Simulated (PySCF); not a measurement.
# F3HOSi, SMILES `O[Si](F)(F)F`: electronic structure

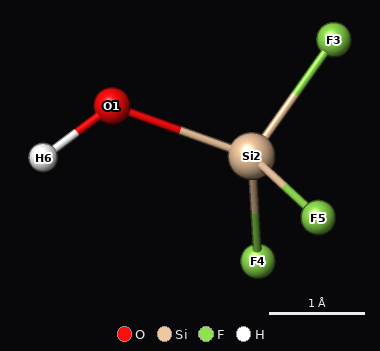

The molecule, with its atoms numbered as below. No frequency check shows the geometry to be a minimum.

Geometry (Å), atoms numbered from 1:

```
O1      -1.6054   -0.0359    0.0015
Si2     -0.0179    0.0051    0.0000
F3       0.4220    1.5127   -0.0033
F4       0.6336   -0.7007   -1.2554
F5       0.6360   -0.6956    1.2570
H6      -2.1300   -0.8323    0.0023
```

## 1. Bonding charge

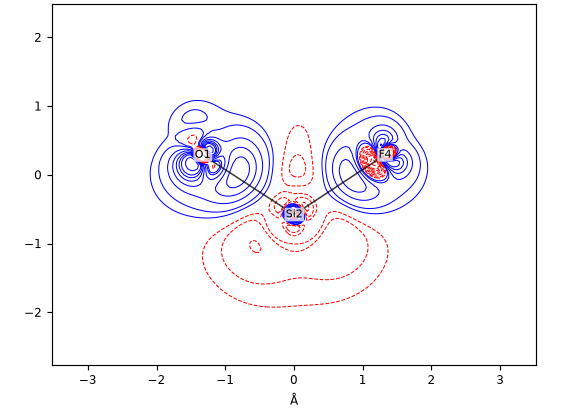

Deformation density (molecule less spherical, spin-averaged free atoms) in the plane of O1, Si2 and F4; contours at ±0.05 to ±0.8 e/Å³; solid blue lines: gain, dashed red lines: loss.

Level of theory: ωB97X/def2-TZVP (PySCF), at a geometry from GFN2-xTB.

**How much density has each bond in this plane gained at its critical point, relative to the free atoms?**

O1–Si2: +0.17 e/Å³ at the bond critical point (bond length 1.59 Å, Mayer order 1.3). Si2–F4: +0.11 e/Å³ at the bond critical point (bond length 1.58 Å, Mayer order 1.2); up to 0.6 Å beside the axis the gain reaches +0.38 e/Å³. In all, 1.5 electrons gather in the regions of gain relative to the promolecule. A small or negative value marks a very polar bond, one between electron-rich atoms, whose free-atom densities already overlap strongly, a long bond to a heavier atom, or a closed-shell contact such as a hydrogen bond.

**Where do the Hirshfeld charges lie?**

The highest Hirshfeld charge is on Si2 (+0.65 e), the lowest on O1 (−0.30 e).

## 2. Bond critical points

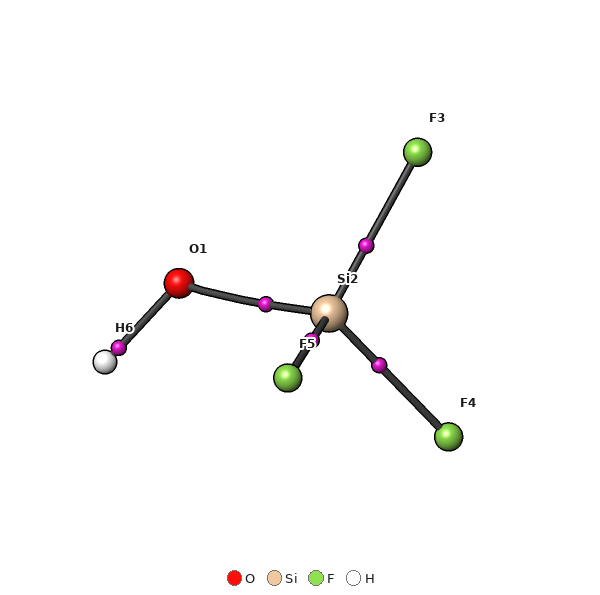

Molecular graph of the electron density (QTAIM): bond paths, bond critical points (magenta), ring points (cyan, if any); weak paths are dashed.

**How many critical points of each kind are there, and does the count close?**

6 nuclei, 5 bond, 0 ring and 0 cage critical points: 6 − 5 + 0 − 0 = 1, as the Poincaré–Hopf relation requires.

**Give the properties at the bond critical points.**

```json
{"bond": "O1–H6", "length (Å)": "0.954", "ρ (a.u.)": "0.359", "∇²ρ (a.u.)": "−2.53", "ε": "0.00", "H (a.u.)": "−0.700"}
{"bond": "O1–Si2", "length (Å)": "1.588", "ρ (a.u.)": "0.160", "∇²ρ (a.u.)": "+1.03", "ε": "0.07", "H (a.u.)": "−0.062"}
{"bond": "Si2–F3", "length (Å)": "1.571", "ρ (a.u.)": "0.152", "∇²ρ (a.u.)": "+1.11", "ε": "0.01", "H (a.u.)": "−0.048"}
{"bond": "Si2–F5 (2 alike)", "length (Å)": "1.581", "ρ (a.u.)": "0.147", "∇²ρ (a.u.)": "+1.06", "ε": "0.01", "H (a.u.)": "−0.046"}
```

**What kind of interaction is Si2–F5?**

Polar or intermediate (positive Laplacian, negative energy density H): ρ = 0.147, ∇²ρ = +1.06, H = −0.046 a.u.

## 3. Electrostatic potential

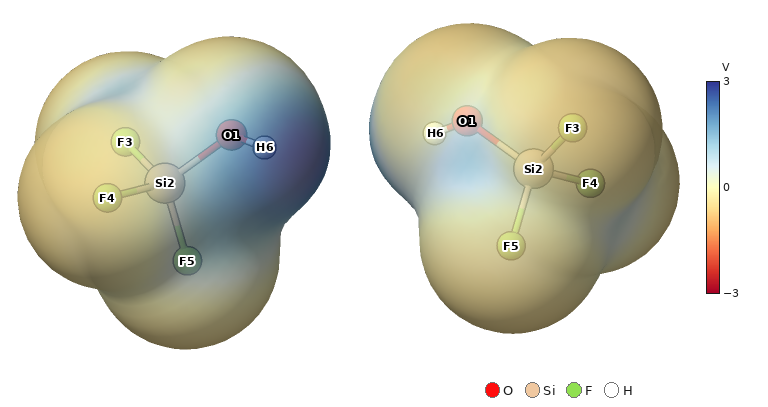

Electrostatic potential on the surface of electron density 0.001 a.u. (back view left, front view right).

**Where are the extremes of the potential on the surface?**

Highest: 2.99 V, 1.1 Å from H6. Further maxima include 1.00 V, off the Si2–F4 bond (2.0 Å from its atoms), and at like points elsewhere; 0.87 V, off the Si2–F3 bond (1.9 to 2.0 Å from its atoms). Lowest: −0.64 V, 1.6 Å from F3. The surface is sampled at points, so like sites can differ by a few per cent and only the strongest of them is named.

**What volume does the surface enclose, and what is the dipole moment?**

About 80 Å³; the dipole moment is 2.5 D.

## 4. In an electric field

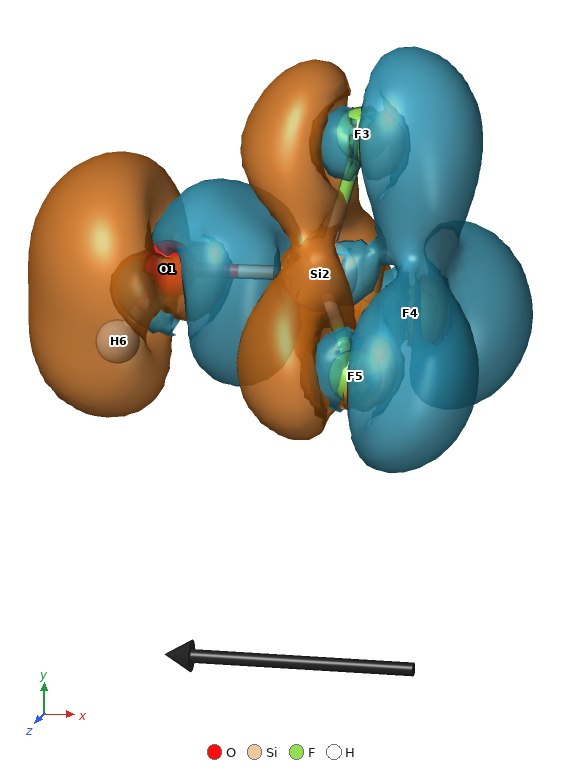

Change of the electron density in a uniform field of 0.21 V/Å along −x (arrow), surfaces at ±0.0008 e/Å³ (light blue: gain, orange: loss).

PySCF calculation, ωB97X/def2-TZVP, gas phase; geometry: GFN2-xTB. A basis without diffuse functions makes polarisabilities too small.

The field was applied in both directions; the picture shows the one opposite to the script's first.

**What dipole is induced, and what polarisability does it imply?**

The induced dipole is 0.25 D (along the field); α along this axis, from the fields in both directions, is 25 bohr³ (3.7 Å³).

## 5. Removing or adding an electron

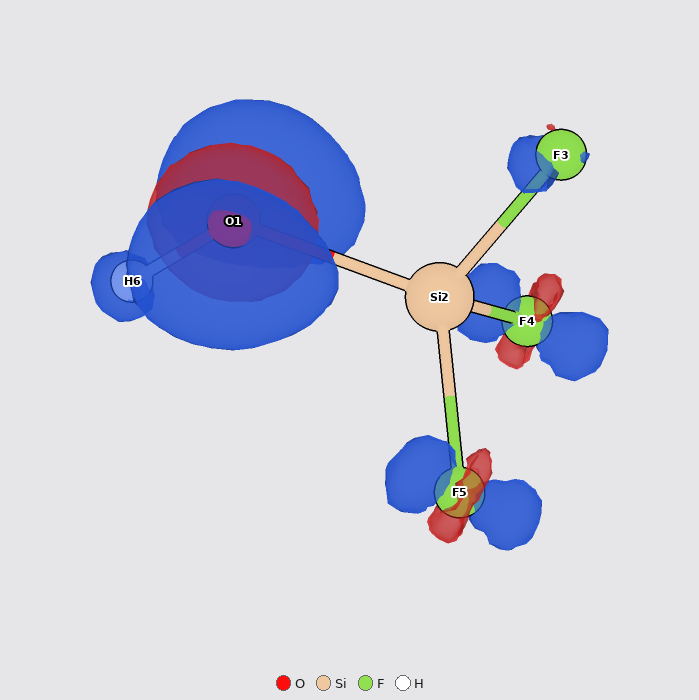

Fukui function f⁻ = ρ(N) − ρ(N−1) at fixed geometry, surfaces at ±0.08 e/Å³ (blue positive, red negative).

Method: ωB97X/def2-TZVP; geometry: GFN2-xTB; program: PySCF.

**On which atoms does the density change most on removal of an electron?**

f⁻ (Hirshfeld-condensed) is largest on O1 (0.45); the vertical ionisation energy is 13.91 eV (the stability of the cation's solution wasn't checked). Condensed values hint at sites of electrophilic attack but needn't mark the atom that reacts. Orbital relaxation makes it negative in places (0.22 e in all).

| atom | f⁻ | charge |
| --- | --- | --- |
| O1 | +0.45 | −0.30 |
| Si2 | +0.15 | +0.65 |
| F3 | +0.07 | −0.18 |
| F4 | +0.11 | −0.19 |
| F5 | +0.11 | −0.19 |
| H6 | +0.12 | +0.21 |

The PySCF runs shown took 19 s, 42 s and 63 s on 1 thread of Arm Neoverse V2, with other jobs on the host.
